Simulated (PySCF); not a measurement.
# C4H6F3+: runs on many settings, part 2 of 2

PySCF 2.14.0. Atoms count from 0. Earlier steps stand in the parts before.

## Step 6: J couplings: PBE0/def2-TZVP

Job settings and geometry (Å):

```
{"job": {"kind": "j", "xc": "PBE0", "basis": "def2-TZVP", "scf": {"damp": 0.1}}, "charge": 1, "multiplicity": 1}
C      1.274762    -0.682398     0.309352
C      0.078642     0.036231     0.016931
C      0.053156     1.419884    -0.420032
F     -1.181591     1.948003    -0.494071
C     -1.251996    -0.671824     0.148208
F     -1.923855    -0.630262    -1.008737
F     -1.073830    -1.954918     0.487860
H      1.223431    -1.122453     1.320589
H      2.194766    -0.116293     0.183684
H      1.289709    -1.621156    -0.275958
H      0.673748     2.078772     0.217419
H      0.512709     1.494627    -1.431253
H     -1.874039    -0.177728     0.928282
```

Level: PBE0/def2-TZVP indirect spin-spin coupling, non-relativistic, gas phase.

Output:

```text
damping 0.10 in the first 6 cycles
final grid: 111880 points
cycle   1  E = -454.7726000817  dE =  1.328e+00  |g| = 9.077e-01  |ddm| = 2.750e+00
cycle   2  E = -454.6272805581  dE =  1.453e-01  |g| = 1.321e+00  |ddm| = 1.354e+00
cycle   3  E = -454.4717850606  dE =  1.555e-01  |g| = 1.649e+00  |ddm| = 1.632e+00
cycle   4  E = -452.3169629461  dE =  2.155e+00  |g| = 3.555e+00  |ddm| = 2.694e+00
cycle   5  E = -448.9458934852  dE =  3.371e+00  |g| = 5.163e+00  |ddm| = 9.141e+00
cycle   6  E = -408.0598438906  dE =  4.089e+01  |g| = 1.253e+01  |ddm| = 1.818e+01
cycle   7  E = -279.4170128194  dE =  1.286e+02  |g| = 2.566e+01  |ddm| = 4.990e+01
cycle   8  E = -422.1139507555  dE = -1.427e+02  |g| = 9.340e+00  |ddm| = 1.199e+02
cycle   9  E = -430.3094805516  dE = -8.196e+00  |g| = 7.751e+00  |ddm| = 1.226e+02
cycle  10  E = -432.7399942099  dE = -2.431e+00  |g| = 8.355e+00  |ddm| = 1.742e+01
cycle  11  E = -454.0217726700  dE = -2.128e+01  |g| = 2.247e+00  |ddm| = 1.588e+01
cycle  12  E = -454.4539827801  dE = -4.322e-01  |g| = 1.298e+00  |ddm| = 1.576e+00
cycle  13  E = -454.8800632734  dE = -4.261e-01  |g| = 4.553e-01  |ddm| = 1.257e+00
cycle  14  E = -454.9210353654  dE = -4.097e-02  |g| = 8.903e-02  |ddm| = 4.702e-01
cycle  15  E = -454.9223302690  dE = -1.295e-03  |g| = 3.121e-02  |ddm| = 8.076e-02
cycle  16  E = -454.9224738048  dE = -1.435e-04  |g| = 1.408e-02  |ddm| = 3.003e-02
cycle  17  E = -454.9225068052  dE = -3.300e-05  |g| = 2.152e-03  |ddm| = 9.345e-03
cycle  18  E = -454.9225075687  dE = -7.634e-07  |g| = 8.655e-04  |ddm| = 2.552e-03
cycle  19  E = -454.9225077238  dE = -1.551e-07  |g| = 2.430e-04  |ddm| = 1.017e-03
cycle  20  E = -454.9225077365  dE = -1.273e-08  |g| = 8.330e-05  |ddm| = 1.949e-04
cycle  21  E = -454.9225077380  dE = -1.509e-09  |g| = 1.920e-05  |ddm| = 7.322e-05
cycle  22  E = -454.9225077381  dE = -8.504e-11  |g| = 6.998e-06  |ddm| = 2.497e-05
converged SCF energy = -454.9225077381

Indirect spin-spin couplings (Hz)
  i      j    bonds     total        FC       PSO       DSO        SD
  0 C    1 C    1     35.285    42.046    -6.990     0.229         -
  0 C    2 C    2      6.097     6.516    -0.426     0.007         -
  0 C    3 F    3     -5.139    -0.593    -4.484    -0.329     0.267
  0 C    4 C    2      0.501     0.665    -0.201     0.037         -
  0 C    5 F    3     -3.478    -0.030    -2.336    -0.251    -0.861
  0 C    6 F    3      6.034     6.660    -0.786     0.110     0.051
  0 C    7 H    1    118.975   116.979     1.215     0.782         -
  0 C    8 H    1    139.113   137.551     0.870     0.692         -
  0 C    9 H    1    117.277   115.288     1.195     0.794         -
  0 C   10 H    3     -1.728    -1.598    -0.129    -0.001         -
  0 C   11 H    3     -3.340    -3.235    -0.061    -0.045         -
  0 C   12 H    3     -0.220    -0.162     0.237    -0.295         -
  1 C    2 C    1     38.157    44.088    -6.228     0.296         -
  1 C    3 F    2    -12.846    15.939   -27.241     0.012    -1.556
  1 C    4 C    1     39.916    42.171    -2.625     0.370         -
  1 C    5 F    2    -13.347    18.969   -29.890     0.116    -2.542
  1 C    6 F    2     18.880    20.018    -1.601     0.071     0.392
  1 C    7 H    2     -0.878    -0.215    -0.626    -0.038         -
  1 C    8 H    2     -4.633    -3.012    -1.451    -0.170         -
  1 C    9 H    2     -1.310    -0.589    -0.715    -0.007         -
  1 C   10 H    2      4.385     4.902    -0.479    -0.037         -
  1 C   11 H    2      5.751     5.942    -0.236     0.046         -
  1 C   12 H    2      8.110     8.019    -0.038     0.129         -
  2 C    3 F    1   -301.752  -328.574    11.088     0.805    14.929
  2 C    4 C    2      1.919     2.012    -0.164     0.071         -
  2 C    5 F    3     -1.267    -0.928    -0.388     0.034     0.016
  2 C    6 F    3     -0.227    -0.174    -0.090    -0.298     0.335
  2 C    7 H    3      1.190     1.293     0.154    -0.257         -
  2 C    8 H    3      6.143     6.190    -0.225     0.178         -
  2 C    9 H    3      0.395     0.480     0.165    -0.250         -
  2 C   10 H    1    148.097   147.021    -0.048     1.124         -
  2 C   11 H    1    137.024   135.875    -0.002     1.151         -
  2 C   12 H    3     -1.171    -1.073    -0.122     0.024         -
  3 F    4 C    3      5.263     6.009    -1.082     0.283     0.053
  3 F    5 F    4     12.301    15.470    -3.432     0.608    -0.346
  3 F    6 F    4     -8.570    -3.599    -4.067    -1.146     0.242
  3 F    7 H    4      0.961     1.916     0.378    -1.160    -0.172
  3 F    8 H    4     -3.356    -0.678    -1.440    -1.146    -0.092
  3 F    9 H    4      1.871     2.610     0.465    -1.281     0.077
  3 F   10 H    2     43.494    38.293    10.108    -1.178    -3.729
  3 F   11 H    2     39.115    33.521    10.482    -1.056    -3.833
  3 F   12 H    4      0.352     0.545    -1.145     1.039    -0.087
  4 C    5 F    1   -358.768  -358.368   -12.397     1.143    10.854
  4 C    6 F    1   -350.306  -342.431   -18.753     1.109     9.770
  4 C    7 H    3      2.980     2.986    -0.143     0.137         -
  4 C    8 H    3      8.758     8.849     0.244    -0.335         -
  4 C    9 H    3     -2.213    -2.183    -0.156     0.126         -
  4 C   10 H    3     -2.512    -2.455     0.154    -0.212         -
  4 C   11 H    3      2.031     2.054     0.126    -0.149         -
  4 C   12 H    1    172.738   171.879    -0.728     1.586         -
  5 F    6 F    2    261.904    23.875   136.134    -0.589   102.483
  5 F    7 H    4     -2.137    -0.395     0.017    -1.393    -0.366
  5 F    8 H    4      1.022     1.465     0.687    -1.300     0.170
  5 F    9 H    4     -0.216     0.793    -0.620    -0.328    -0.060
  5 F   10 H    4     -2.602    -2.109     1.189    -1.560    -0.122
  5 F   11 H    4      5.188     5.767    -0.115    -0.077    -0.386
  5 F   12 H    2     42.187    45.188     2.383    -0.685    -4.700
  6 F    7 H    4      0.262     0.305    -0.735     0.939    -0.246
  6 F    8 H    4      5.898     6.104     1.234    -1.389    -0.050
  6 F    9 H    4      4.135     4.447    -1.465     1.132     0.021
  6 F   10 H    4      0.549     0.981     0.705    -1.300     0.164
  6 F   11 H    4      0.946     1.517     0.813    -1.237    -0.147
  6 F   12 H    2     48.164    52.201     0.431    -0.820    -3.649
  7 H    8 H    2    -11.815   -11.526     2.283    -2.571         -
  7 H    9 H    2    -30.935   -31.041     1.337    -1.231         -
  7 H   10 H    4     16.685    16.791     0.437    -0.544         -
  7 H   11 H    4     17.846    18.187     1.279    -1.621         -
  7 H   12 H    4      3.126     3.164     0.220    -0.257         -
  8 H    9 H    2     -8.213    -7.902     2.289    -2.600         -
  8 H   11 H    4     -0.509    -0.654    -0.424     0.568         -
  8 H   12 H    4     -0.716    -0.375     1.231    -1.573         -
  9 H   10 H    4     14.162    14.472     1.194    -1.505         -
  9 H   11 H    4     25.635    25.713     0.322    -0.399         -
  9 H   12 H    4      8.549     8.886     1.411    -1.747         -
 10 H   11 H    2    -42.876   -42.732     1.364    -1.509         -
 10 H   12 H    4     10.861    10.976     0.507    -0.622         -
 11 H   12 H    4      2.683     3.026     1.382    -1.725         -
```

Wall time 2.8 min (1 thread of Intel Xeon at 2.50GHz, shared host); peak memory 1.1 GiB.

The basis is not made for couplings: without tight functions at the nuclei these values are rough.

In short: J(C4,F5) -354.5 Hz, J(C2,F3) -301.8 Hz, J(F5,F6) 261.9 Hz (means over like pairs).

## Step 7: Comparing the runs: electronic excitations

Excitations and ground-state properties, with basis size and wall time:

```tsv
run	lowest singlet (eV)	brightest (eV)	f	gap (eV)	α (Å³)	functions	time
PBE0/def2-SVPD	3.87	4.95	0.082	5.45	7.41	197	56 s
PBE0/6-31G*	3.67	4.74	0.083	5.24	6.59	110	33 s
```

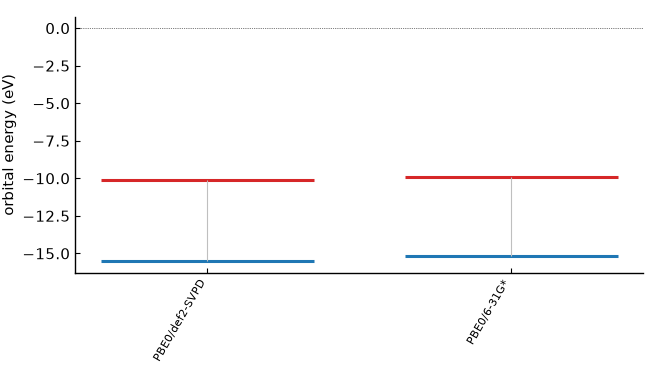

HOMO (blue) and LUMO (red) run by run.

## Step 8: Comparing the runs: spin-spin couplings

Couplings (Hz), each a mean over the pairs like the one named, with basis size and wall time:

```tsv
run	F5–F6	C4–F5	C2–F3	C4–H12	C2–H10	C0–H7	C1–C4	functions	time
PBE0/aug-pcSseg-1	374.4	-242.2	-195.2	190.8	163.4	147.2	61.1	236	1.8 min
PBE0/def2-TZVP	261.9	-354.5	-301.8	172.7	142.6	125.1	39.9	253	2.8 min
```

## Step 9: Outcome

This closing draws on all 2 parts.

```
                                                                 quantity                          value
                                   13C shifts against TMS (PBE0/pcSseg-1)  350.6, 119.8, 103.6, 48.5 ppm
   1H shifts against TMS (PBE0/pcSseg-1, means over atoms taken as alike)           7.75, 7.65, 4.99 ppm
19F shifts against CFCl3 (PBE0/pcSseg-1, means over atoms taken as alike)             -133.4, -196.9 ppm
                                          lowest singlet (PBE0/def2-SVPD)    3.87 eV (321 nm), f = 0.006
                                 brightest single state of those computed    state 3, 4.95 eV, f = 0.082
                                                           lowest triplet                        3.33 eV
                        largest coupling of the table (PBE0/aug-pcSseg-1)        2J(F,F) F5–F6, 374.4 Hz
                                              range of the lowest singlet                3.67 to 3.87 eV
                                  range of J(F5,F6), mean over like pairs              261.9 to 374.4 Hz
```

In words: Single values in the summary come from the first run of each kind that ended normally (PBE0/pcSseg-1; PBE0/def2-SVPD; PBE0/aug-pcSseg-1), which need not be the best level. C1 (carbocation centre) lies farthest downfield among carbon, at 350.6 ppm; the empty p orbital gives low-energy magnetic excitations and strong deshielding. At PBE0/pcSseg-1: The widest tensor belongs to C1: span 470 ppm, with a paramagnetic part of -433 ppm. The first singlet state (HOMO→LUMO 0.98) lies at 3.87 eV and is weak; of the 6 states computed, the strongest absorption comes from state 3 at 4.95 eV. The lowest triplet lies 0.53 eV below the lowest singlet (triplets in Tamm-Dancoff, singlets in full TDDFT). Couplings across rotatable bonds belong to this one conformer; where others are populated, the observed values are averages. Density functionals describe couplings to fluorine poorly, F–F couplings above all, so those rows are rough. The coupling F5–F6, as a mean over pairs of its kind, runs from 261.9 Hz (PBE0/def2-TZVP) to 374.4 Hz (PBE0/aug-pcSseg-1). Couplings from bases without tight functions are rough.
